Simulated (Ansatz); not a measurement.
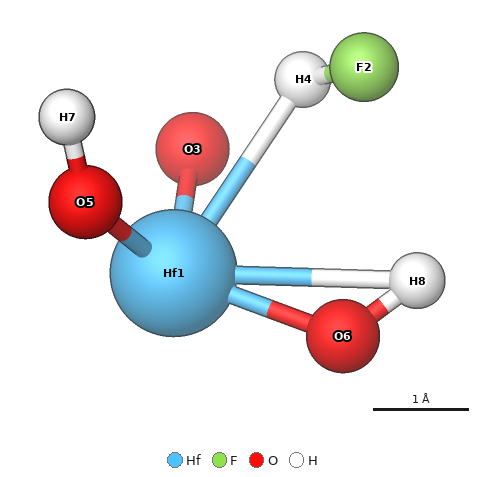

The structure as given in the input (ball-and-stick view, seen at a tilt; atoms are numbered from 1 in the order of the input). Sticks mark near contacts. Bond lengths as drawn: F–H 0.99 Å, Hf–O 1.82 to 1.96 Å, H–Hf 2.51 to 2.60 Å and H–O 0.97 to 0.98 Å.

Phonon calculation, with input and output: HfH$_{3}$O$_{3}$F

The run: phonon calculation of HfH$_{3}$O$_{3}$F. Method and program: UKS PBE-D4/def2-SVP (Ansatz 0.2.0).

It belongs to a series of runs on one base structure; here: vibrations at the highest image of the band. Figures and captions count atoms from 1; the log counts them from 0 in places.

### Input
```yaml
crystal:
  periodic: [false, false, false]
  atoms:
    - { symbol: Hf, position_ang: [-0.953341, 0.703408, 0.213166] }
    - { symbol: F, position_ang: [0.941781, -1.414412, -0.61307] }
    - { symbol: O, position_ang: [-0.941347, -0.05495, -1.437831] }
    - { symbol: H, position_ang: [0.225181, -1.023694, -1.176727] }
    - { symbol: O, position_ang: [0.538554, 1.963599, 0.338052] }
    - { symbol: O, position_ang: [-0.811507, -0.734852, 1.532994] }
    - { symbol: H, position_ang: [1.348521, 2.127694, -0.171726] }
    - { symbol: H, position_ang: [-0.347842, -1.566793, 1.315041] }
magnetization:
  spin_polarized: true
basis:
  gaussian: { orbitals: def2-SVP }
hamiltonian:
  xc: pbe
  dispersion: d4
phonons: {}
```

Launched with:
```bash
ansatz run input.yaml --threads 4 --pin off --max-ram 5120MiB --backend cpu --events-out ev --progress --plain --runs-dir out
```

### What the program printed
```
Engine: ansatz 0.2.0, aarch64-unknown-linux-gnu
Functional definition: PBE
  parameter kappa = 0.804
  parameter beta = 0.06672455060314922
  exchange = pbe_x(kappa = kappa, mu = beta*pi^2/3)
  correlation = pbe_c(beta = beta)
1065 factors; their error is unknown
mean field evaluation 1: about -10180.7354 eV, gradient 7.7e1 eV
mean field evaluation 2: about -9853.6638 eV, gradient 2.5e2 eV
mean field evaluation 4: about -10196.4005 eV, gradient 4.2e1 eV
mean field evaluation 8: about -10202.7013 eV, gradient 1.5e0 eV
mean field evaluation 16: about -10202.6384 eV, gradient 2.6e-3 eV
mean field -10202.63839782 eV, -374.9400455234 hartree, gradient 2.5e-5 eV, S^2 0.000000; 0 other end points of the search recorded, 0 dependent functions left out
the calculation of the forces begins
reference -10202.63846250 eV, -374.9400479001 hartree; 24, 24 occupied and 79, 79 virtual orbitals, 1065 factors
these checks for a lower state are left out or cut short: stability, starts, cluster_reference, orbital_swaps, neighbouring_geometries, increment
1065 factors; their error is unknown
mean field -10202.63836708 eV, -374.9400443935 hartree, gradient 1.4e-6 eV, S^2 0.000000; 0 other end points of the search recorded, 0 dependent functions left out
[... from here on the field's lines of each further geometry are left out, up to the last ...]
the calculation of the forces begins
reference -10202.63844584 eV, -374.9400472880 hartree; 24, 24 occupied and 79, 79 virtual orbitals, 1065 factors
these checks for a lower state are left out or cut short: stability, starts, cluster_reference, orbital_swaps, neighbouring_geometries, increment
1065 factors; their error is unknown
mean field -10202.63839723 eV, -374.9400455014 hartree, gradient 1.3e-6 eV, S^2 0.000000; 0 other end points of the search recorded, 0 dependent functions left out
the calculation of the forces begins
reference -10202.63846190 eV, -374.9400478780 hartree; 24, 24 occupied and 79, 79 virtual orbitals, 1065 factors
WARN: phonons: modes at or below zero, which the zero-point energy, F, S and C_V leave out: 1, the lowest at -123.80 cm⁻¹. A minimum has none, and a first-order saddle one
Total energy: -10202.79598119 eV, -374.9458366053 hartree
Atom 0 at    -0.953341     0.703408     0.213166 Å, force     0.000254     0.013478     0.003529 eV/Å
Atom 1 at     0.941781    -1.414412    -0.613070 Å, force    -0.020356     0.009098    -0.006042 eV/Å
Atom 2 at    -0.941347    -0.054950    -1.437831 Å, force    -0.000066    -0.004341    -0.006430 eV/Å
Atom 3 at     0.225181    -1.023694    -1.176727 Å, force     0.017037    -0.008207     0.008992 eV/Å
Atom 4 at     0.538554     1.963599     0.338052 Å, force    -0.002668    -0.006636    -0.003677 eV/Å
Atom 5 at    -0.811507    -0.734852     1.532994 Å, force     0.005679    -0.007561     0.001458 eV/Å
Atom 6 at     1.348521     2.127694    -0.171726 Å, force     0.001020     0.003909     0.002312 eV/Å
Atom 7 at    -0.347842    -1.566793     1.315041 Å, force    -0.000900     0.000259    -0.000142 eV/Å
Dipole moment:    -0.589246     0.689759     0.282562 e Å
Vibrations: -123.80 82.63 120.65 169.01 196.45 326.46 360.88 460.67 494.75 548.61 653.95 667.71 831.43 878.77 1019.57 2836.42 3718.55 3802.32 cm⁻¹, zero-point energy 1.064332 eV
```

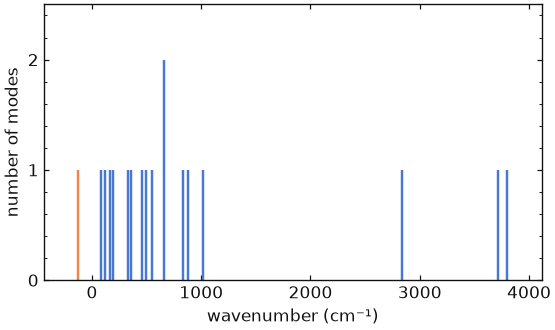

Harmonic vibrational wavenumbers from the force constants; neighbouring modes closer than 18 cm⁻¹ are counted in one stick, and imaginary ones are drawn at negative wavenumbers. 18 modes from 124i to 3802 cm⁻¹, 1 imaginary beyond 8i (124i cm⁻¹): a first-order saddle point, if the geometry is stationary.

### Results in brief

| quantity | value |
| --- | --- |
| outcome | converged |
| total energy | −10202.7960 eV |
| mean-field energy | −10202.6385 eV |
| largest force (length of the vector) | 0.023 eV/Å |
| hardware | 4 threads of Arm Neoverse N1, 16 GiB of memory available, shared host |
| wall time | 86 s (CPU time 5.4 min) |
| peak memory | 0.19 GiB |
